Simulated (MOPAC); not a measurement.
**Run report: CH4F2Si, geometry relaxation (part 1 of 4)**

- system: CH4F2Si, SMILES FC(F)[SiH3]
- method: PM6-DH+, closed shell, dispersion DH+, COSMO solvent methanol (MOPAC 23.2.5)

The geometry comes from this level: GFN2-xTB.

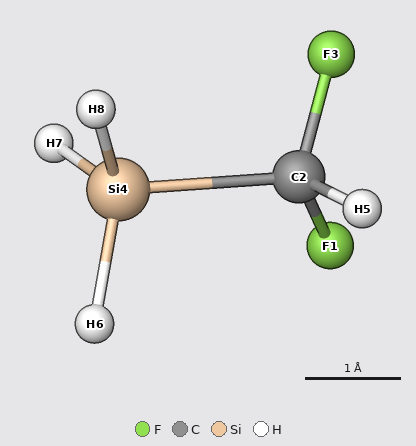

Figure 1. The structure as given in the input (ball-and-stick view, seen at a tilt; atoms are numbered from 1 in the order of the input).

Input (calc.mop):
```
CYCLES=200 EPS=32.6 GNORM=0.05 CHARGE=0 PM6-DH+ AUX(PRECISION=6) THREADS=1
CH4F2Si, PM6-DH+
FC(F)[SiH3]
F      0.909380    -0.792640     1.458060
C      0.868710     0.009450     0.356270
F      1.724870    -0.549430    -0.546010
Si    -0.927300     0.075620    -0.368320
H      1.307440     0.973390     0.651210
H     -1.750840     0.664920     0.683450
H     -1.298840    -1.299830    -0.677290
H     -0.833410     0.918510    -1.557360

PM6-DH+ THERMO FORCE OLDGEO EPS=32.6 THREADS=1 AUX(PRECISION=6)
vibrations at the optimised geometry
```

Launch command:
```bash
mopac calc.mop
```

The program's output:
```
MOPAC v23.2.5
PM6-DH+ CALCULATION RESULTS

 *  PM6-DH+    - CORRECT DISPERSION AND HYDROGEN BOND TERMS USING PM6-DH+
 *
 *
 *
 *                 CHARGE ON SYSTEM = 0
 *
 *
 *
 *  EPS=32.6   - USE COSMO IMPLICIT SOLVATION MODEL
 *  THREADS=1  - MULTI-THREADING NOT USED
 *  CYCLES=    - DO A MAXIMUM OF 200 STEPS
 *  GNORM      - EXIT WHEN GRADIENT NORM DROPS BELOW 0.050
 *  AUX        - OUTPUT AUXILIARY INFORMATION
CYCLES=200 EPS=32.6 GNORM=0.05 CHARGE=0 PM6-DH+ AUX(PRECISION=6) THREADS=1
 CH4F2Si, PM6-DH+
 FC(F)[SiH3]
   ATOM   CHEMICAL          X               Y               Z
  NUMBER   SYMBOL      (ANGSTROMS)     (ANGSTROMS)     (ANGSTROMS)

     1       F          0.90938000  *  -0.79264000  *   1.45806000  *
     2       C          0.86871000  *   0.00945000  *   0.35627000  *
     3       F          1.72487000  *  -0.54943000  *  -0.54601000  *
     4      Si         -0.92730000  *   0.07562000  *  -0.36832000  *
     5       H          1.30744000  *   0.97339000  *   0.65121000  *
     6       H         -1.75084000  *   0.66492000  *   0.68345000  *
     7       H         -1.29884000  *  -1.29983000  *  -0.67729000  *
     8       H         -0.83341000  *   0.91851000  *  -1.55736000  *

          CARTESIAN COORDINATES

    NO.       ATOM           X           Y           Z

     1         F          0.9094     -0.7926      1.4581
     2         C          0.8687      0.0095      0.3563
     3         F          1.7249     -0.5494     -0.5460
     4        Si         -0.9273      0.0756     -0.3683
     5         H          1.3074      0.9734      0.6512
     6         H         -1.7508      0.6649      0.6835
     7         H         -1.2988     -1.2998     -0.6773
     8         H         -0.8334      0.9185     -1.5574

 "Third-Generation Hydrogen-Bonding Corrections for Semiempirical QM Methods and Force Fields"

           Empirical Formula: C H4 F2 Si  =     8 atoms

      MOLECULAR POINT GROUP   :   Cs

      RHF CALCULATION, NO. OF DOUBLY OCCUPIED LEVELS = 13

          Geometry optimization using EF

          *********************************************
          *                                           *
          *                 WARNING                   *
          *                                           *
          *********************************************

          Dispersion parameters missing for Silicon

          *********************************************
          *                                           *
          *              END OF WARNING               *
          *                                           *
          *********************************************

          DIAGONAL MATRIX USED AS START HESSIAN
```

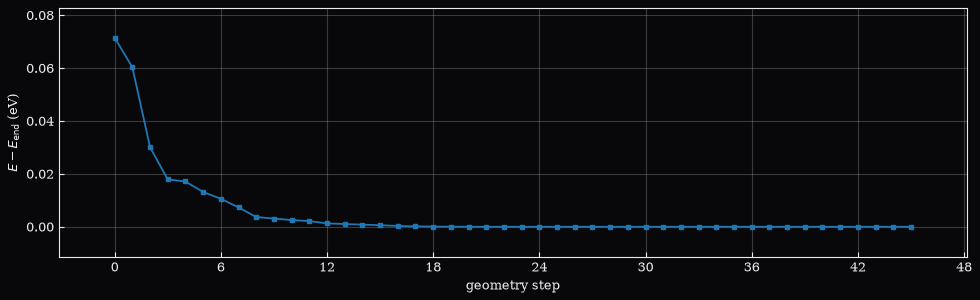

Figure 2. Progress of the relaxation, step by step (steps are counted from 0).

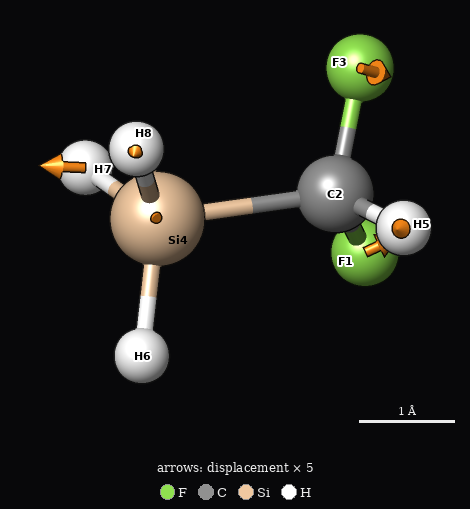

Figure 3. The starting structure with the displacements as orange arrows, magnified 5 times (ball-and-stick view, seen at a tilt). The two geometries are laid on each other by the best rigid fit. Over 45 geometry steps the energy falls by 0.071 eV. The largest force component goes from 0.69 to 0.0028 eV/Å. H7 moves most after the best rigid fit: 0.10 Å. By element the largest moves are H 0.10 Å, F 0.10 Å, Si 0.02 Å, C 0.01 Å. Among the contacts that change: C2–H5 1.099 → 1.127 Å, Si4–H6 1.460 → 1.479 Å, C2–F3 1.364 → 1.368 Å. Among the angles that change: F1–C2–F3 106.0° → 100.4°, C2–Si4–H7 106.5° → 110.6°, F1–C2–Si4 110.5° → 113.7°. (Atoms are counted from 1 in the order of the input.)

```
 CYCLE:     1 TIME:   0.008 TIME LEFT:  2.00D  GRAD.:    33.571 HEAT: -102.9598
 CYCLE:     2 TIME:   0.008 TIME LEFT:  2.00D  GRAD.:    51.738 HEAT: -103.2179
 CYCLE:     3 TIME:   0.016 TIME LEFT:  2.00D  GRAD.:    29.152 HEAT: -103.9151
 CYCLE:     4 TIME:   0.008 TIME LEFT:  2.00D  GRAD.:    13.115 HEAT: -104.1955
 CYCLE:     5 TIME:   0.008 TIME LEFT:  2.00D  GRAD.:    16.981 HEAT: -104.2136
 CYCLE:     6 TIME:   0.008 TIME LEFT:  2.00D  GRAD.:     8.920 HEAT: -104.3051
 CYCLE:     7 TIME:   0.008 TIME LEFT:  2.00D  GRAD.:     7.017 HEAT: -104.3642
 CYCLE:     8 TIME:   0.000 TIME LEFT:  2.00D  GRAD.:     6.144 HEAT: -104.4391
 CYCLE:     9 TIME:   0.008 TIME LEFT:  2.00D  GRAD.:     4.878 HEAT: -104.5237
 CYCLE:    10 TIME:   0.008 TIME LEFT:  2.00D  GRAD.:     3.687 HEAT: -104.5367
 CYCLE:    11 TIME:   0.000 TIME LEFT:  2.00D  GRAD.:     2.219 HEAT: -104.5500
 CYCLE:    12 TIME:   0.008 TIME LEFT:  2.00D  GRAD.:     2.325 HEAT: -104.5591
 CYCLE:    13 TIME:   0.008 TIME LEFT:  2.00D  GRAD.:     2.318 HEAT: -104.5786
 CYCLE:    14 TIME:   0.000 TIME LEFT:  2.00D  GRAD.:     1.842 HEAT: -104.5846
 CYCLE:    15 TIME:   0.008 TIME LEFT:  2.00D  GRAD.:     1.769 HEAT: -104.5900
 CYCLE:    16 TIME:   0.008 TIME LEFT:  2.00D  GRAD.:     1.666 HEAT: -104.5948
 CYCLE:    17 TIME:   0.008 TIME LEFT:  2.00D  GRAD.:     1.280 HEAT: -104.6014
 CYCLE:    18 TIME:   0.000 TIME LEFT:  2.00D  GRAD.:     0.774 HEAT: -104.6046
 CYCLE:    19 TIME:   0.008 TIME LEFT:  2.00D  GRAD.:     0.603 HEAT: -104.6065
 CYCLE:    20 TIME:   0.008 TIME LEFT:  2.00D  GRAD.:     0.490 HEAT: -104.6076
 CYCLE:    21 TIME:   0.000 TIME LEFT:  2.00D  GRAD.:     0.380 HEAT: -104.6080
 CYCLE:    22 TIME:   0.008 TIME LEFT:  2.00D  GRAD.:     0.199 HEAT: -104.6089
 CYCLE:    23 TIME:   0.008 TIME LEFT:  2.00D  GRAD.:     0.151 HEAT: -104.6085
 CYCLE:    24 TIME:   0.000 TIME LEFT:  2.00D  GRAD.:     0.146 HEAT: -104.6085
 CYCLE:    25 TIME:   0.008 TIME LEFT:  2.00D  GRAD.:     0.144 HEAT: -104.6084
 CYCLE:    26 TIME:   0.008 TIME LEFT:  2.00D  GRAD.:     0.142 HEAT: -104.6085
 CYCLE:    27 TIME:   0.008 TIME LEFT:  2.00D  GRAD.:     0.143 HEAT: -104.6085
 CYCLE:    28 TIME:   0.000 TIME LEFT:  2.00D  GRAD.:     0.145 HEAT: -104.6084
 CYCLE:    29 TIME:   0.008 TIME LEFT:  2.00D  GRAD.:     0.190 HEAT: -104.6090
 CYCLE:    30 TIME:   0.008 TIME LEFT:  2.00D  GRAD.:     0.141 HEAT: -104.6084
 CYCLE:    31 TIME:   0.000 TIME LEFT:  2.00D  GRAD.:     0.141 HEAT: -104.6084
 CYCLE:    32 TIME:   0.008 TIME LEFT:  2.00D  GRAD.:     0.140 HEAT: -104.6084
 CYCLE:    33 TIME:   0.008 TIME LEFT:  2.00D  GRAD.:     0.141 HEAT: -104.6085
 CYCLE:    34 TIME:   0.000 TIME LEFT:  2.00D  GRAD.:     0.142 HEAT: -104.6084
 CYCLE:    35 TIME:   0.008 TIME LEFT:  2.00D  GRAD.:     0.190 HEAT: -104.6088
 CYCLE:    36 TIME:   0.008 TIME LEFT:  2.00D  GRAD.:     0.140 HEAT: -104.6084
 CYCLE:    37 TIME:   0.000 TIME LEFT:  2.00D  GRAD.:     0.140 HEAT: -104.6084
 CYCLE:    38 TIME:   0.008 TIME LEFT:  2.00D  GRAD.:     0.139 HEAT: -104.6084
 CYCLE:    39 TIME:   0.008 TIME LEFT:  2.00D  GRAD.:     0.141 HEAT: -104.6084
 CYCLE:    40 TIME:   0.000 TIME LEFT:  2.00D  GRAD.:     0.140 HEAT: -104.6084
 CYCLE:    41 TIME:   0.008 TIME LEFT:  2.00D  GRAD.:     0.139 HEAT: -104.6084
 CYCLE:    42 TIME:   0.008 TIME LEFT:  2.00D  GRAD.:     0.179 HEAT: -104.6089
 CYCLE:    43 TIME:   0.000 TIME LEFT:  2.00D  GRAD.:     0.139 HEAT: -104.6084
 CYCLE:    44 TIME:   0.008 TIME LEFT:  2.00D  GRAD.:     0.139 HEAT: -104.6084
 CYCLE:    45 TIME:   0.008 TIME LEFT:  2.00D  GRAD.:     0.138 HEAT: -104.6084
 CYCLE:    46 TIME:   0.000 TIME LEFT:  2.00D  GRAD.:     0.139 HEAT: -104.6084

 HEAT OF FORMATION IS ESSENTIALLY STATIONARY

 -------------------------------------------------------------------------------
 CYCLES=200 EPS=32.6 GNORM=0.05 CHARGE=0 PM6-DH+ AUX(PRECISION=6) THREADS=1
 CH4F2Si, PM6-DH+
 FC(F)[SiH3]

     GEOMETRY OPTIMISED USING EIGENVECTOR FOLLOWING (EF).
     SCF FIELD WAS ACHIEVED

                              PM6-DH+ CALCULATION

          FINAL HEAT OF FORMATION =       -104.60844 KCAL/MOL =    -437.68169 KJ/MOL
          VAN DER WAALS AREA      =        112.16 SQUARE ANGSTROMS

          DIELECTRIC ENERGY       =         -0.17764 EV
          COSMO AREA              =        112.16 SQUARE ANGSTROMS
          COSMO VOLUME            =        100.40 CUBIC ANGSTROMS

          GRADIENT NORM           =          0.13882          =       0.04908 PER ATOM
          IONIZATION POTENTIAL    =         11.161761 EV
          HOMO LUMO ENERGIES (EV) =        -11.162  0.044
          NO. OF FILLED LEVELS    =         13
          MOLECULAR WEIGHT        =         82.1249         POINT GROUP:  Cs

          MOLECULAR DIMENSIONS (Angstroms)

            Atom       Atom       Distance
            H     8    F     1     3.93369
            F     3    H     6     3.70700
            H     5    H     7     3.45566

          SCF CALCULATIONS        =         51

          WALL-CLOCK TIME         =      0.281 SECONDS
          COMPUTATION TIME        =      0.278 SECONDS

   ATOM   CHEMICAL          X               Y               Z
  NUMBER   SYMBOL      (ANGSTROMS)     (ANGSTROMS)     (ANGSTROMS)

     1       F          0.96954231  *  -0.79327091  *   1.44474512  *
     2       C          0.84829292  *   0.01104440  *   0.34489775  *
     3       F          1.75598247  *  -0.57717584  *  -0.49230720  *
     4      Si         -0.95012510  *   0.07505765  *  -0.37884921  *
     5       H          1.27463334  *   1.01405561  *   0.63018326  *
     6       H         -1.77786348  *   0.67184479  *   0.69225288  *
     7       H         -1.41057022  *  -1.27933151  *  -0.74977019  *
     8       H         -0.86715847  *   0.97108615  *  -1.55316500  *

                             CARTESIAN COORDINATES

   1    F        0.969542306    -0.793270913     1.444745124
   2    C        0.848292922     0.011044399     0.344897748
   3    F        1.755982475    -0.577175843    -0.492307199
   4   Si       -0.950125102     0.075057651    -0.378849211
   5    H        1.274633344     1.014055614     0.630183260
   6    H       -1.777863477     0.671844790     0.692252884
   7    H       -1.410570224    -1.279331514    -0.749770193
   8    H       -0.867158469     0.971086146    -1.553164999

           Empirical Formula: C H4 F2 Si  =     8 atoms

      MOLECULAR POINT GROUP   :   Cs

                  EIGENVALUES
 -41.60120 -41.28222 -24.05925 -19.01210 -18.06408 -17.53440 -16.82115 -16.26122
 -15.15293 -14.20148 -11.74738 -11.71124 -11.16176   0.04366   0.78347   0.80982
   1.14999   1.32118   2.05569   2.93132   3.23449   4.01910   4.45691   4.51297
   5.05268

              NET ATOMIC CHARGES AND DIPOLE CONTRIBUTIONS

  ATOM NO.   TYPE          CHARGE      No. of ELECS.   s-Pop       p-Pop       d-Pop
    1          F          -0.220059        7.2201     1.97031     5.24974
    2          C          -0.063306        4.0633     1.21801     2.84530
    3          F          -0.219509        7.2195     1.97030     5.24921
    4         Si           0.353525        3.6465     1.21721     1.90431     0.52495
    5          H           0.157710        0.8423     0.84229
    6          H           0.001115        0.9989     0.99888
    7          H          -0.010954        1.0110     1.01095
    8          H           0.001479        0.9985     0.99852
 DIPOLE           X         Y         Z       TOTAL
 POINT-CHG.    -3.723     2.417    -1.247     4.611
 HYBRID         1.339    -0.410     0.498     1.486
 SUM           -2.384     2.007    -0.749     3.205

          ATOMIC ORBITAL ELECTRON POPULATIONS

     Atom    s        px        py        pz      x^2-y^2     xz        z^2       yz        xy
    1  F   1.97031   1.97954   1.74216   1.52804
    2  C   1.21801   1.09624   0.95626   0.79280
    3  F   1.97030   1.67385   1.85392   1.72143
    4 Si   1.21721   0.48816   0.72290   0.69326   0.11927   0.10900   0.06747   0.15724   0.07197
    5  H   0.84229
    6  H   0.99888
    7  H   1.01095
    8  H   0.99852

                              PM6-DH+ CALCULATION RESULTS

 *  PM6-DH+    - CORRECT DISPERSION AND HYDROGEN BOND TERMS USING PM6-DH+
 *  EPS=32.6   - USE COSMO IMPLICIT SOLVATION MODEL
 *  OLDGEO     - PREVIOUS GEOMETRY TO BE USED
 *  FORCE      - FORCE CALCULATION SPECIFIED
 *  THREADS=1  - MULTI-THREADING NOT USED
 *  AUX        - OUTPUT AUXILIARY INFORMATION
 *  THERMO     - THERMODYNAMIC QUANTITIES TO BE CALCULATED
PM6-DH+ THERMO FORCE OLDGEO EPS=32.6 THREADS=1 AUX(PRECISION=6)
 vibrations at the optimised geometry
 FC(F)[SiH3]
   ATOM   CHEMICAL          X               Y               Z
  NUMBER   SYMBOL      (ANGSTROMS)     (ANGSTROMS)     (ANGSTROMS)

     1       F          0.96954231  *  -0.79327091  *   1.44474512  *
     2       C          0.84829292  *   0.01104440  *   0.34489775  *
     3       F          1.75598247  *  -0.57717584  *  -0.49230720  *
     4      Si         -0.95012510  *   0.07505765  *  -0.37884921  *
     5       H          1.27463334  *   1.01405561  *   0.63018326  *
     6       H         -1.77786348  *   0.67184479  *   0.69225288  *
     7       H         -1.41057022  *  -1.27933151  *  -0.74977019  *
     8       H         -0.86715847  *   0.97108615  *  -1.55316500  *

          CARTESIAN COORDINATES

    NO.       ATOM           X           Y           Z

     1         F          0.9695     -0.7933      1.4447
     2         C          0.8483      0.0110      0.3449
     3         F          1.7560     -0.5772     -0.4923
     4        Si         -0.9501      0.0751     -0.3788
     5         H          1.2746      1.0141      0.6302
     6         H         -1.7779      0.6718      0.6923
     7         H         -1.4106     -1.2793     -0.7498
     8         H         -0.8672      0.9711     -1.5532

 "Third-Generation Hydrogen-Bonding Corrections for Semiempirical QM Methods and Force Fields"

           Empirical Formula: C H4 F2 Si  =     8 atoms

      MOLECULAR POINT GROUP   :   Cs

      RHF CALCULATION, NO. OF DOUBLY OCCUPIED LEVELS = 13

          HEAT OF FORMATION =    -104.690123 KCALS/MOLE

          CARTESIAN COORDINATE DERIVATIVES

   NUMBER  ATOM         X            Y            Z

     1       F     -0.043144    -0.151347    -0.038342
     2       C     -0.060254     0.152265    -0.427240
     3       F      0.059199    -0.158025     0.051220
     4      Si     -0.290403     0.361541     0.230274
     5       H      0.019635     0.006600     0.130441
     6       H     -0.065585     0.046495    -0.176810
     7       H      0.364315    -0.301619     0.264482
     8       H      0.016237     0.044092    -0.034022

 DIPOLE           X         Y         Z       TOTAL
 POINT-CHG.     2.767    -3.320     1.663     4.631
 HYBRID        -0.761     0.912    -0.893     1.486
 SUM            2.007    -2.407     0.770     3.227

          GRADIENT NORM =   0.94178

          MOLECULAR WEIGHT =   82.12

          ROTATIONAL CONSTANTS IN CM(-1)

          A =    0.31848192   B =    0.13081833   C =    0.10163604

           PRINCIPAL MOMENTS OF INERTIA IN UNITS OF 10**(-40)*GRAM-CM**2

          A =       87.8943   B =      213.9819   C =      275.4215

          ORIENTATION OF MOLECULE IN FORCE CALCULATION

    NO.       ATOM         X         Y         Z

     1          F      -1.4146    0.0557   -0.5717
     2          C      -0.0467    0.0557   -0.5717
     3          F       0.2002    1.4010   -0.5717
     4         Si       0.7323   -0.8782    0.9394
     5          H       0.2759   -0.3319   -1.5791
     6          H       0.2954   -2.2840    0.7931
     7          H       0.2750   -0.2820    2.2119
     8          H       2.1959   -0.7517    0.7647

    FIRST DERIVATIVES WILL BE USED IN THE CALCULATION OF SECOND DERIVATIVES

          ESTIMATED TIME TO COMPLETE CALCULATION =        0.38 SECONDS

    FOR POINT-GROUP Cs   THERE ARE   2 UNIQUE SYMMETRY FUNCTIONS.

 STEP:   1 TIME =     0.01 SECS, INTEGRAL =      0.01 TIME LEFT: 172799.98
 STEP:   2 TIME =     0.02 SECS, INTEGRAL =      0.02 TIME LEFT: 172799.97
 STEP:   3 TIME =     0.02 SECS, INTEGRAL =      0.04 TIME LEFT: 172799.95
 STEP:   4 TIME =     0.01 SECS, INTEGRAL =      0.05 TIME LEFT: 172799.95
 STEP:   5 TIME =     0.02 SECS, INTEGRAL =      0.06 TIME LEFT: 172799.93
 STEP:   6 TIME =     0.02 SECS, INTEGRAL =      0.08 TIME LEFT: 172799.91
 STEP:   7                       INTEGRAL =      0.08 TIME LEFT: 172799.91
 STEP:   8                       INTEGRAL =      0.08 TIME LEFT: 172799.91
 STEP:   9                       INTEGRAL =      0.08 TIME LEFT: 172799.91
 STEP:  10 TIME =     0.01 SECS, INTEGRAL =      0.09 TIME LEFT: 172799.91
 STEP:  11 TIME =     0.02 SECS, INTEGRAL =      0.10 TIME LEFT: 172799.89
 STEP:  12 TIME =     0.01 SECS, INTEGRAL =      0.11 TIME LEFT: 172799.88
 STEP:  13 TIME =     0.02 SECS, INTEGRAL =      0.12 TIME LEFT: 172799.87
 STEP:  14 TIME =     0.02 SECS, INTEGRAL =      0.14 TIME LEFT: 172799.85
 STEP:  15 TIME =     0.02 SECS, INTEGRAL =      0.16 TIME LEFT: 172799.84
 STEP:  16 TIME =     0.01 SECS, INTEGRAL =      0.16 TIME LEFT: 172799.83
 STEP:  17 TIME =     0.02 SECS, INTEGRAL =      0.18 TIME LEFT: 172799.81
 STEP:  18 TIME =     0.01 SECS, INTEGRAL =      0.19 TIME LEFT: 172799.80
 STEP:  19 TIME =     0.02 SECS, INTEGRAL =      0.20 TIME LEFT: 172799.79
 STEP:  20 TIME =     0.01 SECS, INTEGRAL =      0.21 TIME LEFT: 172799.78
 STEP:  21 TIME =     0.02 SECS, INTEGRAL =      0.23 TIME LEFT: 172799.77
 STEP:  22                       INTEGRAL =      0.23 TIME LEFT: 172799.77
 STEP:  23                       INTEGRAL =      0.23 TIME LEFT: 172799.77
 STEP:  24                       INTEGRAL =      0.23 TIME LEFT: 172799.77

(To convert to Hartree/Bohr^2, multiply by (10^(-21) x N x a0^2)/(4.184 x 627.51) =  0.0642)

           FORCE MATRIX IN MILLIDYNES/ANGSTROM

                  F  1       C  2       F  3      Si  4       H  5       H  6
 ------------------------------------------------------------------------------
     F    1   7.008357
     C    2   5.342273  11.318847
     F    3   1.670553   5.327774   7.008357
    Si    4   0.410861   2.175462   0.413667   7.607588
     H    5   0.725139   3.201876   0.726209   0.362266   3.932877
     H    6   0.016776   0.129311   0.069104   2.524147   0.014526   2.589293
     H    7   0.022030   0.169478   0.020226   2.525106   0.031734   0.174882
     H    8   0.065163   0.127597   0.017850   2.522508   0.014546   0.176392

                  H  7       H  8
 ------------------------------
     H    7   2.580796
     H    8   0.176463   2.589293

          HEAT OF FORMATION =    -104.690123 KCALS/MOLE

          ZERO POINT ENERGY      27.588 KCAL/MOL

           NORMAL COORDINATE ANALYSIS (Total motion = 1 Angstrom)

   Root No.       1         2         3         4         5         6         7         8

                 1 A"      2 A"      1 A'      2 A'      3 A'      3 A"      4 A'      5 A'

                 156.6     204.1     264.4     472.6     588.6     619.7     669.1     874.4
```
